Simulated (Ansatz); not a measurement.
# BF (SMILES [B]F) at RPA@PBE/STO-3G

Aim: the vertical electron affinity of BF at RPA@PBE/STO-3G, from 2 runs. 

Program for the calculation: Ansatz 0.2.0.

35 further runs of the same task are left out: 1 that didn't finish, 34 set aside as unsound or not needed.

## (1) Starting point

BF has 2 atoms, charge 0, and is taken as a singlet. As SMILES, `[B]F`. The shape is that of a PBE0-D4/def2-TZVP optimisation.

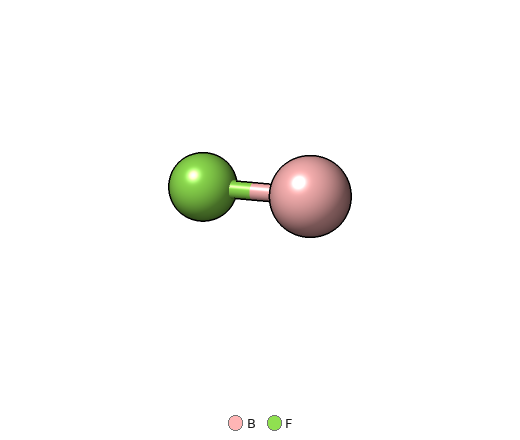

Viewed from a chosen angle; boron pink, fluorine green.

## (2) The energy at RPA@PBE/STO-3G

The input, job.yaml:

```yaml
crystal:
  periodic: [false, false, false]
  atoms:
    - symbol: B
      position_ang: [0.000000, -0.000000, -0.009350]
    - symbol: F
      position_ang: [-0.000000, 0.000000, 1.253740]
basis:
  gaussian: {orbitals: STO-3G}
hamiltonian: {xc: pbe}
correlation: {method: rpa, frozen_orbitals: {B: 1, F: 1}}
accuracy: high
```

The run is started by

```
$ ansatz run job.yaml --threads 1 --pin off --max-ram 3480MiB --events-out events.jsonl --progress --plain --runs-dir runs
```

Log:

```text
Warning: RAYON_NUM_THREADS=1 ignored (pool sized by the plan → 1); use --threads N
Functional definition: PBE
  name "PBE"
  parameter kappa = 0.804
  parameter beta = 0.06672455060314922
  exchange = pbe_x(kappa = kappa, mu = beta*pi^2/3)
  correlation = pbe_c(beta = beta)
149 factors; integrals over basis functions are off by at most 3.9e-8 eV
mean field evaluation 1: about -3338.2583 eV, gradient 2.4e1 eV
mean field evaluation 2: about -3338.2272 eV, gradient 2.4e1 eV
mean field evaluation 4: about -3339.6379 eV, gradient 4.8e0 eV
mean field evaluation 8: about -3339.7001 eV, gradient 8.1e-4 eV
mean field evaluation 16: about -3339.7001 eV, gradient 5.2e-9 eV
mean field -3339.70012312 eV, -122.7317157946 hartree, gradient 5.2e-9 eV, S^2 0.000000; 0 other end points of the search recorded, 0 dependent functions left out
2 core orbitals not correlated: weight in the atoms' cores, before any rotation towards them, 1.000 or more for the frozen orbitals, at most 0.000 for the correlated occupied ones
reference -3329.02845940 eV, -122.3395393864 hartree; 5, 5 occupied and 3, 3 virtual orbitals, 149 factors
Total energy: -3333.12332101 eV, -122.4900227751 hartree
```

Run time: 0.3 s. Hardware: 1 thread of Intel Xeon 6975P-C (Granite Rapids), shared host.

## (3) The doublet anion at the same level

The input, job.yaml:

```yaml
crystal:
  periodic: [false, false, false]
  atoms:
    - {symbol: B, position_ang: [0.000000, -0.000000, -0.009350]}
    - {symbol: F, position_ang: [-0.000000, 0.000000, 1.253740]}
basis:
  gaussian:
    orbitals: STO-3G
total_charge: -1
magnetization:
  spin_polarized: true
  initial_magnetization: 1
hamiltonian:
  xc: pbe
correlation:
  method: rpa
  frozen_orbitals: {B: 1, F: 1}
accuracy: high
```

The run is started by

```
$ ansatz run job.yaml --threads 1 --pin off --max-ram 3480MiB --events-out events.jsonl --progress --plain --runs-dir runs
```

Log, cut to the lines that bear on the results:

```text
Warning: RAYON_NUM_THREADS=1 ignored (pool sized by the plan → 1); use --threads N
[... 2 set-up lines as earlier in the session ...]
[...]
149 factors; integrals over basis functions are off by at most 3.9e-8 eV
[...]
mean field -3331.05543387 eV, -122.4140293241 hartree, gradient 1.2e-8 eV, S^2 0.750854; 2 other end points of the search recorded, 0 dependent functions left out
2 core orbitals not correlated: weight in the atoms' cores, before any rotation towards them, 1.000 or more for the frozen orbitals, at most 0.000 for the correlated occupied ones
reference -3320.32095804 eV, -122.0195446135 hartree; 6, 5 occupied and 2, 3 virtual orbitals, 149 factors
Total energy: -3323.24018306 eV, -122.1268241545 hartree
```

Wall time 0.85 s (1 thread of Intel Xeon 6975P-C (Granite Rapids), shared host); peak memory 0.11 GiB.

## (4) What came out

At RPA@PBE/STO-3G, 2 core orbitals frozen:

```
                                         quantity          value
                         singlet BF: total energy  -122.49002 Eh
     singlet BF: RPA correlation energy (valence)     -150.5 mEh
                      doublet anion: total energy  -122.12682 Eh
  doublet anion: RPA correlation energy (valence)     -107.3 mEh
 doublet anion: ⟨S²⟩ of the reference determinant          0.751
vertical electron affinity (to the doublet anion)      -9.883 eV
```

**Reading.** The anion lies 9.88 eV (954 kJ/mol) above the neutral: the electron isn't bound at this level, and such a value depends on the basis. Without diffuse functions anions come out too high. In a minimal basis such a difference can be off by several eV, whatever the method.
